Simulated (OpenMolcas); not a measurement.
# C2H7Ga (SMILES [CH3][GaH][CH3]): levels of theory compared

We compute a comparison of 6 runs (HF/def2-SVP, BLYP/def2-SVP, M06-L/def2-SVP, PBE/def2-SVP, SVWN5/def2-SVP, MP2/def2-SVP) of C2H7Ga. 

Program for the calculation: OpenMolcas 26.06.

## (1) The structure to begin with

C2H7Ga has 10 atoms, charge 0, and is taken as a singlet. SMILES: `[CH3][GaH][CH3]`. The shape is that of a PBE0-D4/def2-TZVP optimisation.

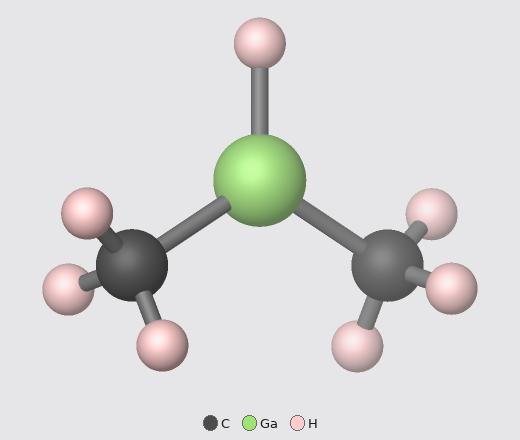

Viewed from a chosen angle; carbon dark grey, gallium green, hydrogen pink.

## (2) Energy and gradient at HF/def2-SVP (run 1)

test.input reads:

```
&GATEWAY
  BasLib=$CurrDir
  Coord
  10
  bohr
  C     -2.00953476     2.15957902    -1.34510706
  Ga     1.22643225     0.50285612    -0.53157996
  C      1.28784835    -2.49727307     1.67599810
  H     -2.89827296     1.16066979    -2.92567399
  H     -1.76764982     4.12678391    -1.91145798
  H     -3.32535106     2.06962805     0.24301878
  H      3.77434999     1.58075590    -1.64897502
  H      1.29956466    -1.87838777     3.65151779
  H      2.96554721    -3.65832080     1.38044493
  H     -0.39608660    -3.66285615     1.41748357
  Basis=def2-SVP
  Group=NoSym

&SEWARD

&SCF
  Thresholds=1e-10 1e-07 1e-07 1e-05
  PrOrbitals=1 2

&ALASKA
```

The basis set def2-SVP is read from a file made from the Basis Set Exchange's data (not shown).

Run with:

```bash
$ export MOLCAS_MEM=1860
$ pymolcas test.input > test.log
```

Log:

```text
--- Start Module: gateway ---
[...]
--- Stop Module: gateway /rc=_RC_ALL_IS_WELL_ ---
[...]
      Basis functions           95
[...]
--- Start Module: scf ---
[...]
       Convergence after  12 Iterations
[...]
::    Total SCF energy                              -2002.7447411902
[...]
      Total spin, S                                     0.0000000000
[...]
      Total electronic charge=   50.000000
      Total            charge=   -0.000000
[...]
      Dipole Moment (debye):
      Origin of the operator (angstrom)=    0.3997    0.1606   -0.1718
                   X= -4.9182E-01               Y= -2.0797E-01               Z=  2.1558E-01           Total=  5.7586E-01
      Quadrupole Moment (debye*angstrom):
[...]
--- Stop Module: scf /rc=_RC_ALL_IS_WELL_ ---
[...]
--- Start Module: alaska ---
[...]
 *              Molecular gradients               *
 **************************************************
  Irreducible representation: a
 ------------------------------------------------------------------------------------------
                              X                       Y                       Z
 ------------------------------------------------------------------------------------------
  C1                3.79642556161919E-03   -1.79506782378969E-03    1.55683416691188E-03
  GA2              -3.93853130640132E-03   -1.66997247063971E-03    1.72868406513516E-03
  C3               -4.35525339216536E-04    3.27177588965633E-03   -3.06464478869639E-03
  H4                5.93173576478367E-04   -4.43321346634606E-04    2.29890580136338E-04
  H5                9.60243905879413E-04   -5.73133468143361E-04   -2.83690513807056E-05
  H6                6.18032225092602E-04   -6.60673196410333E-04    1.40653102044030E-04
  H7               -1.40290304814172E-03   -5.94496042892967E-04    6.17954828742384E-04
  H8               -1.48279374648175E-04    6.22254517438803E-04   -4.37568201556715E-04
[...]
--- Stop Module: alaska /rc=_RC_ALL_IS_WELL_ ---
[...]
```

Wall time 16 s (1 thread of AMD EPYC 7R43 (Zen 3), shared host); peak memory 0.53 GiB.

## (3) Energy and forces at BLYP/def2-SVP (run 2)

test.inp reads:

```
* C2H7Ga Kohn-Sham DFT

&GATEWAY
 BASLIB
 $CurrDir
 COORD
 10
 angstrom
 C       -1.063400       1.142800      -0.711800
 Ga       0.649000       0.266100      -0.281300
 C        0.681500      -1.321500       0.886900
 H       -1.533700       0.614200      -1.548200
 H       -0.935400       2.183800      -1.011500
 H       -1.759700       1.095200       0.128600
 H        1.997300       0.836500      -0.872600
 H        0.687700      -0.994000       1.932300
 H        1.569300      -1.935900       0.730500
 H       -0.209600      -1.938300       0.750100
 BASIS
 def2-SVP
 GROUP
 NoSym

&SEWARD
 GRIDINPUT
 Grid=UltraFine
 End of Grid

&SCF
 KSDFT
 BLYP
 THRESHOLDS
 1e-10 1e-07 1e-07 1e-05
 PRORBITALS
 1

&ALASKA
```

The basis set def2-SVP is read from a file made from the Basis Set Exchange's data (not shown).

Run with:

```bash
$ export MOLCAS_MEM=1860
$ pymolcas test.inp > test.log
```

Log:

```text
--- Start Module: gateway ---
[...]
--- Stop Module: gateway /rc=_RC_ALL_IS_WELL_ ---
[...]
      Basis functions           95
[...]
--- Start Module: scf ---
[...]
       Convergence after  13 Iterations
[...]
::    Total KS-DFT energy                           -2004.9625861603
[...]
      Total spin, S                                     0.0000000000
[...]
      Total electronic charge=   50.000000
      Total            charge=   -0.000000
[...]
      Dipole Moment (debye):
      Origin of the operator (angstrom)=    0.3997    0.1606   -0.1718
                   X= -6.3303E-01               Y= -2.6772E-01               Z=  2.7792E-01           Total=  7.4138E-01
      Quadrupole Moment (debye*angstrom):
[...]
--- Stop Module: scf /rc=_RC_ALL_IS_WELL_ ---
[...]
--- Start Module: alaska ---
[...]
 *              Molecular gradients               *
 **************************************************
  Irreducible representation: a
 ------------------------------------------------------------------------------------------
                              X                       Y                       Z
 ------------------------------------------------------------------------------------------
  C1               -2.78200937106554E-03    3.94743868066705E-04   -1.03015284557451E-03
  GA2              -3.33661031089427E-03   -1.41330887453162E-03    1.46182583361121E-03
  C3               -3.86638949877893E-04   -1.69904046484426E-03    2.42790866708820E-03
  H4                4.48934766685394E-03    5.18121138075167E-03    8.21263757926527E-03
  H5               -1.12601229304174E-03   -1.04965520627829E-02    3.11904095544979E-03
  H6                7.05230832493520E-03    5.39254682695778E-04   -8.19500304877652E-03
  H7               -3.74607592439524E-03   -1.58523346854667E-03    1.64443359806254E-03
  H8               -1.36040076875191E-04   -3.29720728170457E-03   -1.01922425071184E-02
[...]
--- Stop Module: alaska /rc=_RC_ALL_IS_WELL_ ---
[...]
```

Wall time 51 s (1 thread of AMD EPYC 7R43 (Zen 3), shared host); peak memory 0.52 GiB.

Runs 3 to 5 aren't shown in full; the table further down has their settings and results.

## (4) The energy at MP2/def2-SVP (run 6)

mol.inp reads:

```
&gateway
 baslib = $CurrDir
 basisset
 C.def2-SVP....
 C1 -1.063400 1.142800 -0.711800 angstrom
 C3 0.681500 -1.321500 0.886900 angstrom
 End of Basis
 basisset
 Ga.def2-SVP....
 Ga2 0.649000 0.266100 -0.281300 angstrom
 End of Basis
 basisset
 H.def2-SVP....
 H4 -1.533700 0.614200 -1.548200 angstrom
 H5 -0.935400 2.183800 -1.011500 angstrom
 H6 -1.759700 1.095200 0.128600 angstrom
 H7 1.997300 0.836500 -0.872600 angstrom
 H8 0.687700 -0.994000 1.932300 angstrom
 H9 1.569300 -1.935900 0.730500 angstrom
 H10 -0.209600 -1.938300 0.750100 angstrom
 End of Basis

&seward

&scf
 thresholds = 1e-10 1e-07 1e-07 1e-05
 prorbitals = 1 1

&mbpt2
 frozen = 11
```

The basis set def2-SVP is read from a file made from the Basis Set Exchange's data (not shown).

Run with:

```bash
$ export MOLCAS_MEM=1860
$ pymolcas mol.inp > mol.log
```

Log:

```text
--- Start Module: gateway ---
[...]
--- Stop Module: gateway /rc=_RC_ALL_IS_WELL_ ---
[...]
      Basis functions           95
[...]
--- Start Module: scf ---
[...]
       Convergence after  13 Iterations
[...]
::    Total SCF energy                              -2002.7447411902
[...]
      Total spin, S                                     0.0000000000
[...]
      Total electronic charge=   50.000000
      Total            charge=   -0.000000
[...]
      Dipole Moment (debye):
      Origin of the operator (angstrom)=    0.3997    0.1606   -0.1718
                   X= -4.9182E-01               Y= -2.0797E-01               Z=  2.1558E-01           Total=  5.7586E-01
      Quadrupole Moment (debye*angstrom):
[...]
--- Stop Module: scf /rc=_RC_ALL_IS_WELL_ ---
[...]
--- Start Module: mbpt2 ---
[...]
WARNING!
Default frozen orbitals as non valence orbitals is overwritten by user input.
Default values:  16
[...]
       Reference weight ( Cref**2 )         =        0.86162
::    Total MBPT2 energy                            -2003.2591575737
[...]
      Total MBPT2 calculations                           0.47      0.54
--- Stop Module: mbpt2 /rc=_RC_ALL_IS_WELL_ ---
[...]
```

It took 12 s on 1 thread of AMD EPYC 7R43 (Zen 3), shared host; peak memory 0.52 GiB.

## (5) The series

```csv
run,level,integration grid,task,energy (Eh),dipole moment (D) of the reference,HOMO energy (eV),LUMO energy (eV),wall time
1,HF/def2-SVP,–,gradient,-2002.744741,0.58,-10.57,1.90,16 s
2,BLYP/def2-SVP,UltraFine,gradient,-2004.962586,0.74,-6.19,-1.64,51 s
3,M06-L/def2-SVP,UltraFine,gradient,-2004.896763,0.66,-6.52,-1.28,63 s
4,PBE/def2-SVP,UltraFine,gradient,-2004.542647,0.74,-6.37,-1.70,52 s
5,SVWN5/def2-SVP,UltraFine,gradient,-2001.153187,0.77,-6.50,-1.93,43 s
6,MP2/def2-SVP,–,energy,-2003.259158,0.58,-10.57,1.90,12 s
```

## (6) Results

| quantity | value |
| --- | --- |
| run 6: total energy | -2003.25916 Eh |
| run 6: dipole moment (mean-field density) | 0.58 D |
| run 6: HOMO energy (Hartree–Fock orbitals) | -10.57 eV |
| run 6: LUMO energy (Hartree–Fock orbitals) | 1.90 eV |
| run 6: HOMO–LUMO gap (Hartree–Fock orbitals) | 12.47 eV |
| run 6: correlation energy (11 core orbitals frozen) | -514.4 mEh |

In words: Over runs 1, 2, 3, 4, 5 the dipole moment (its size) runs from 0.58 D (HF/def2-SVP) to 0.77 D (SVWN5/def2-SVP). Over runs 1, 2, 3, 4, 5 the HOMO–LUMO gap runs from 4.55 eV (BLYP/def2-SVP) to 12.47 eV (HF/def2-SVP). Exact exchange widens orbital gaps. Totals of different functionals can't be ranked against each other. All runs together took 4 min, the longest 63 s.
